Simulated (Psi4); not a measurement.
# Run report: AlNH3O (charge +1), single-point calculation

The run: single-point calculation of AlNH3O, charge +1. Method and program: PBE/6-31G*, RKS (Psi4 1.11).

The geometry is that of the parent species in another charge or spin state. The geometry comes from this level: PBE0-D4/def2-TZVP.

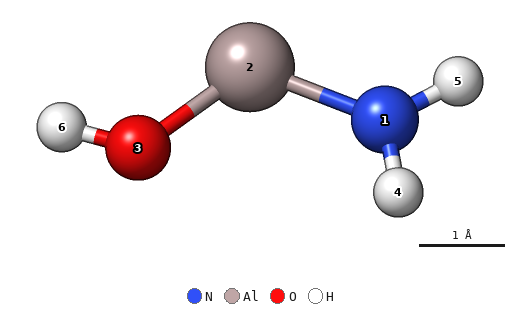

Figure 1. The structure as given in the input (ball-and-stick view, seen at a tilt; atoms are numbered from 1 in the order of the input). Sticks mark near contacts.

**Input (input.in)**
```
memory 1600 mb

molecule {
  1 1
  N     -1.74591797     0.45391222    -1.43770364
  Al     1.12476499     1.13629232     0.13360364
  O      2.25652197    -1.16879561     2.08096641
  H     -2.71043418    -1.17843321    -1.24192801
  H     -2.63560103     1.62818803    -2.63956945
  H      3.79022369    -0.99229519     3.01751468
  units bohr
  symmetry c1
}

set {
  reference            rks
  puream               true
  scf_type             pk
  dft_radial_points    75
  dft_spherical_points 302
}

energy_value = energy("pbe/6-31G*")
```

Machine: 1 thread of AMD EPYC (Zen 5), 64 GiB of memory available, shared host.

Run as:
```bash
psi4 -n 1 input.in input.out
```

**Output**
```
Psi4 1.11 release

   => Loading Basis Set <=

    Name: 6-31G*
    Role: ORBITAL
    Keyword: BASIS

         ---------------------------------------------------------
                                   SCF
                              RKS Reference
                        1 Threads,   1525 MiB Core
         ---------------------------------------------------------

  ==> Geometry <==

    Molecular point group: c1
    Full point group: C1

    Geometry (in Bohr), charge = 1, multiplicity = 1:

       Center              X                  Y                   Z               Mass
    ------------   -----------------  -----------------  -----------------  -----------------
         N           -2.419626956401     0.157701880528    -1.702468689717    14.003074004430
         AL           0.451056003599     0.840081980528    -0.131161409717    26.981538530000
         O            1.582812983599    -1.465005949472     1.816201360283    15.994914619570
         H           -3.384143166401    -1.474643549472    -1.506693059717     1.007825032230
         H           -3.309310016401     1.331977690528    -2.904334499717     1.007825032230
         H            3.116514703599    -1.288505529472     2.752749630283     1.007825032230

  Running in c1 symmetry.

  Rotational constants: A =      1.20143  B =      0.21392  C =      0.18159 [cm^-1]
  Rotational constants: A =  36018.08456  B =   6413.10813  C =   5443.82225 [MHz]
  Nuclear repulsion =   93.731213377113235

  Charge       = 1
  Multiplicity = 1
  Electrons    = 30
  Nalpha       = 15
  Nbeta        = 15

  ==> Algorithm <==

  SCF Algorithm Type is PK.
  DIIS enabled.
  MOM disabled.
  Fractional occupation disabled.
  Guess Type is SAD.
  Energy threshold   = 1.00e-06
  Density threshold  = 1.00e-06
  Integral threshold = 1.00e-12

  ==> Primary Basis <==

  Basis Set: 6-31G*
    Blend: 6-31G*
    Number of shells: 26
    Number of basis functions: 52
    Number of Cartesian functions: 55
    Spherical Harmonics?: true
    Max angular momentum: 2

  ==> DFT Potential <==

   => LibXC <=

    Version 7.1.2

   => Composite Functional: PBE <=

    PBE GGA Exchange-Correlation Functional

    Deriv               =              1
    GGA                 =           TRUE
    Meta                =          FALSE

    Exchange Hybrid     =          FALSE
    MP2 Hybrid          =          FALSE

   => Exchange Functionals <=

    1.0000     XC_GGA_X_PBE

   => Correlation Functionals <=

    1.0000     XC_GGA_C_PBE

   => LibXC Density Thresholds  <==

    XC_GGA_C_PBE:  1.00E-12
    XC_GGA_X_PBE:  1.00E-15

   => Molecular Quadrature <=

    Radial Scheme          =       TREUTLER
    Pruning Scheme         =           NONE
    Nuclear Scheme         =       TREUTLER

    Blocking Scheme        =         OCTREE
    BS radius alpha        =              1
    Pruning alpha          =              1
    Radial Points          =             75
    Spherical Points       =            302
    Total Points           =         131116
    Total Blocks           =           1033
    Max Points             =            256
    Max Functions          =             51
    Weights Tolerance      =       1.00E-15

  ==> Integral Setup <==

  Using in-core PK algorithm.
   Calculation information:
      Number of atoms:                   6
      Number of AO shells:              26
      Number of primitives:             69
      Number of atomic orbitals:        55
      Number of basis functions:        52

      Integral cutoff                 1.00e-12
      Number of threads:                 1

  Performing in-core PK
  Using 1900262 doubles for integral storage.
  We computed 58455 shell quartets total.
  Whereas there are 61776 unique shell quartets.

  ==> DiskJK: Disk-Based J/K Matrices <==

    J tasked:                  Yes
    K tasked:                   No
    wK tasked:                  No
    Memory [MiB]:              975
    Schwarz Cutoff:          1E-12

  Cached 100.0% of DFT collocation blocks in 0.165 [GiB].

  Minimum eigenvalue in the overlap matrix is 2.4495410906E-02.
  Reciprocal condition number of the overlap matrix is 5.7489436130E-03.
    Using symmetric orthogonalization.

  ==> Pre-Iterations <==

  SCF Guess: Superposition of Atomic Densities via on-the-fly atomic UHF (no occupation information).

   -------------------------
    Irrep   Nso     Nmo
   -------------------------
     A         52      52
   -------------------------
    Total      52      52
   -------------------------

  ==> Iterations <==

                        Total Energy        Delta E     RMS |[F,P]|

   @RKS iter SAD:  -373.36121622210175   -3.73361e+02   0.00000e+00
   @RKS iter   1:  -373.06966328481712    2.91553e-01   2.20416e-02 DIIS/ADIIS
   @RKS iter   2:  -369.21558599741206    3.85408e+00   5.00070e-02 DIIS/ADIIS
   @RKS iter   3:  -373.56288026568819   -4.34729e+00   8.18825e-03 DIIS/ADIIS
   @RKS iter   4:  -373.47167223060961    9.12080e-02   1.18013e-02 DIIS/ADIIS
   @RKS iter   5:  -373.65029415055596   -1.78622e-01   7.06530e-04 DIIS/ADIIS
   @RKS iter   6:  -373.65087238362105   -5.78233e-04   3.37953e-04 DIIS/ADIIS
   @RKS iter   7:  -373.65104562206307   -1.73238e-04   6.47448e-05 DIIS
   @RKS iter   8:  -373.65105168598177   -6.06392e-06   1.09574e-05 DIIS
   @RKS iter   9:  -373.65105185638879   -1.70407e-07   1.45470e-06 DIIS
   @RKS iter  10:  -373.65105185921203   -2.82324e-09   3.33390e-07 DIIS
  Energy and wave function converged.

  ==> Post-Iterations <==

   Electrons on quadrature grid:
      Ntotal   =   30.0000327268 ; deviation = 3.273e-05

    Orbital Energies [Eh]
    ---------------------

    Doubly Occupied:

       1A    -55.690573     2A    -19.001533     3A    -14.194469
       4A     -4.233841     5A     -2.839483     6A     -2.837416
       7A     -2.831274     8A     -1.123099     9A     -0.964677
      10A     -0.681940    11A     -0.638902    12A     -0.591517
      13A     -0.534411    14A     -0.499173    15A     -0.428672

    Virtual:

      16A     -0.394973    17A     -0.241740    18A     -0.192351
      19A     -0.165391    20A     -0.093268    21A     -0.069922
      22A     -0.049073    23A     -0.037873    24A     -0.021269
      25A      0.060320    26A      0.080201    27A      0.188720
      28A      0.215828    29A      0.235372    30A      0.421415
      31A      0.468118    32A      0.513602    33A      0.627242
      34A      0.638416    35A      0.660403    36A      0.672226
      37A      0.703829    38A      0.752231    39A      0.777177
      40A      0.913961    41A      1.015232    42A      1.181005
      43A      1.395291    44A      1.452064    45A      1.567428
      46A      1.569369    47A      1.637638    48A      1.857039
      49A      2.005045    50A      2.097039    51A      2.154079
      52A      2.186717

    Final Occupation by Irrep:
              A
    DOCC [    15 ]
    NA   [    15 ]
    NB   [    15 ]

  @RKS Final Energy:  -373.65105185921203

   => Energetics <=

    Nuclear Repulsion Energy =             93.7312133771132352
    One-Electron Energy =                -695.8408840257615111
    Two-Electron Energy =                 263.2218114190141023
    DFT Exchange-Correlation Energy =     -34.7631926295778584
    Empirical Dispersion Energy =           0.0000000000000000
    VV10 Nonlocal Energy =                  0.0000000000000000
    Total Energy =                       -373.6510518592120320

Computation Completed

Properties will be evaluated at   0.000000,   0.000000,   0.000000 [a0]

Properties computed using the SCF density matrix

 Multipole Moments:

 ------------------------------------------------------------------------------------
     Multipole            Electronic (a.u.)      Nuclear  (a.u.)        Total (a.u.)
 ------------------------------------------------------------------------------------

 L = 1.  Multiply by 2.5417464519 to convert [e a0] to [Debye]
 Dipole X            :          2.6385986           -1.9880953            0.6505034
 Dipole Y            :          2.5382882           -1.1262401            1.4120482
 Dipole Z            :          0.4584601           -0.7510462           -0.2925861
 Magnitude           :                                                    1.5819739

 ------------------------------------------------------------------------------------

	total time  =          2 seconds =       0.03 minutes

    Psi4 run time: 0:00:01.93
```

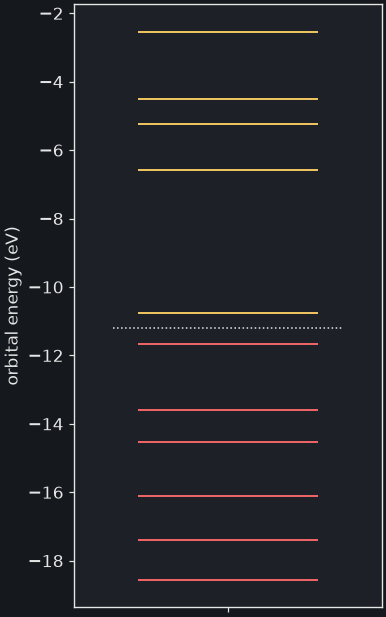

Figure 2. Orbital energies near the frontier; the dotted line parts filled from empty levels, and levels within 0.02 eV of each other stand side by side. Highest filled −11.66 eV, lowest empty −10.75 eV, 0.91 eV apart.

**Results in brief**

| quantity | value |
| --- | --- |
| outcome | converged |
| total energy | −373.651052 hartree |
| basis functions | 52 |
| HOMO | −11.66 eV |
| LUMO | −10.75 eV |
| wall time | 2.5 s |
| peak memory | 0.39 GiB |
